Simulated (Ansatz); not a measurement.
# ClH2OSi (SMILES O[SiH]Cl) at UHF/STO-3G

What is the vertical doublet–quartet gap of ClH2OSi at UHF/STO-3G? 

The calculation is run with Ansatz 0.2.0.

## (1) The system as given

ClH2OSi: 5 atoms, total charge 0, spin state doublet. As SMILES, `O[SiH]Cl`. The coordinates come from a PBE0-D4/def2-TZVP relaxation.

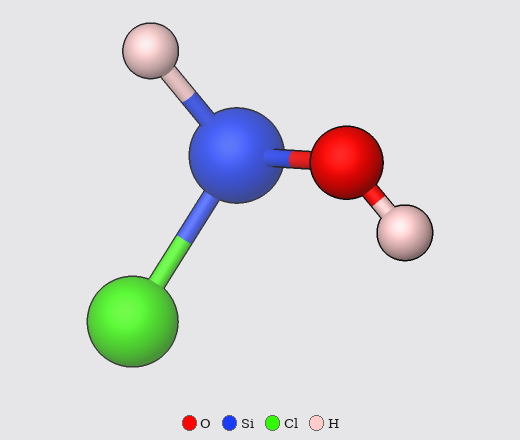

The structure, seen from a chosen angle (oxygen red, silicon blue, chlorine green, hydrogen pink).

## (2) The energy at UHF/STO-3G

The input, job.yaml:

```yaml
basis:
  gaussian:
    orbitals: STO-3G
crystal:
  periodic: [false, false, false]
  atoms:
    - {symbol: O, position_ang: [-0.806100, -0.432000, -0.746500]}
    - {symbol: Si, position_ang: [-0.092300, 0.479800, 0.414000]}
    - {symbol: Cl, position_ang: [1.606600, -0.440800, 1.143600]}
    - {symbol: H, position_ang: [-1.024100, -1.343200, -0.540000]}
    - {symbol: H, position_ang: [0.316000, 1.736300, -0.271100]}
output:
  orbitals: {seedname: orbitals}
magnetization:
  spin_polarized: true
  initial_magnetization: 1
accuracy: high
hamiltonian:
  xc: hf
```

Run with:

```bash
$ ansatz run job.yaml --threads 1 --pin off --max-ram 2610MiB --events-out events.jsonl --progress --plain --runs-dir runs
```

Output:

```text
Warning: RAYON_NUM_THREADS=1 ignored (pool sized by the plan → 1); use --threads N
Functional definition: HF
  name "HF"
  exchange = exact_x
  correlation = 0
460 factors; integrals over basis functions are off by at most 2.3e-8 eV
mean field evaluation 1: about -22181.0025 eV, gradient 1.4e1 eV
mean field evaluation 2: about -22181.0647 eV, gradient 1.4e1 eV
mean field evaluation 4: about -22182.8758 eV, gradient 1.3e0 eV
mean field evaluation 8: about -22182.9143 eV, gradient 2.1e-4 eV
mean field -22182.91278159 eV, -815.2070086051 hartree, gradient 2.0e-8 eV, S^2 0.753429; 0 other end points of the search recorded, 0 dependent functions left out
reference -22182.91278159 eV, -815.2070086051 hartree; 21, 20 occupied and 4, 5 virtual orbitals, 460 factors
Total energy: -22182.91278159 eV, -815.2070086051 hartree
```

Run time: 0.26 s. Hardware: 1 thread of Intel Xeon Platinum 8375C at 2.90GHz (Ice Lake), shared host.

## (3) The quartet

The input, input.yaml:

```yaml
basis:
  gaussian:
    orbitals: STO-3G
crystal:
  periodic: [false, false, false]
  atoms:
    - {symbol: O, position_ang: [-0.806100, -0.432000, -0.746500]}
    - {symbol: Si, position_ang: [-0.092300, 0.479800, 0.414000]}
    - {symbol: Cl, position_ang: [1.606600, -0.440800, 1.143600]}
    - {symbol: H, position_ang: [-1.024100, -1.343200, -0.540000]}
    - {symbol: H, position_ang: [0.316000, 1.736300, -0.271100]}
magnetization:
  spin_polarized: true
  initial_magnetization: 3
hamiltonian:
  xc: hf
accuracy: high
output:
  orbitals: {seedname: orbitals}
```

Run with:

```bash
$ ansatz run input.yaml --threads 1 --pin off --max-ram 2610MiB --events-out events.jsonl --progress --plain --runs-dir runs
```

Output:

```text
Warning: RAYON_NUM_THREADS=1 ignored (pool sized by the plan → 1); use --threads N
[... 4 set-up lines as earlier in the session ...]
460 factors; integrals over basis functions are off by at most 2.3e-8 eV
mean field evaluation 1: about -22171.5340 eV, gradient 1.2e1 eV
mean field evaluation 2: about -22171.6592 eV, gradient 1.2e1 eV
mean field evaluation 4: about -22173.4180 eV, gradient 1.8e0 eV
mean field evaluation 8: about -22173.7456 eV, gradient 4.5e-1 eV
mean field evaluation 16: about -22173.7971 eV, gradient 1.8e-8 eV
mean field evaluation 32: about -22172.9989 eV, gradient 1.2e0 eV
mean field evaluation 64: about -22172.3321 eV, gradient 1.0e0 eV
mean field evaluation 96: about -22172.2862 eV, gradient 4.9e0 eV
mean field evaluation 128: about -22173.6492 eV, gradient 1.2e-1 eV
mean field evaluation 160: about -22172.6930 eV, gradient 5.6e-2 eV
mean field -22173.79713657 eV, -814.8720148293 hartree, gradient 2.5e-8 eV, S^2 3.754920; 3 other end points of the search recorded, 0 dependent functions left out
reference -22173.79713657 eV, -814.8720148293 hartree; 22, 19 occupied and 3, 6 virtual orbitals, 460 factors
Total energy: -22173.79713657 eV, -814.8720148293 hartree
```

Wall time 0.7 s (1 thread of Intel Xeon Platinum 8375C at 2.90GHz (Ice Lake), shared host).

## (4) Results

Level: UHF/STO-3G.

| quantity | value |
| --- | --- |
| doublet: total energy | -815.20701 Eh |
| doublet: HOMO energy (highest over α and β) | -6.99 eV |
| doublet: LUMO energy (lowest over α and β) | 4.77 eV |
| doublet: ⟨S²⟩ | 0.753 |
| quartet: total energy | -814.87201 Eh |
| quartet: HOMO energy (highest over α and β) | 0.74 eV |
| quartet: LUMO energy (lowest over α and β) | 4.00 eV |
| quartet: ⟨S²⟩ | 3.755 |
| vertical energy of the quartet above the doublet | 9.116 eV |

At this shape the quartet lies 9.12 eV (210 kcal/mol) above the doublet.
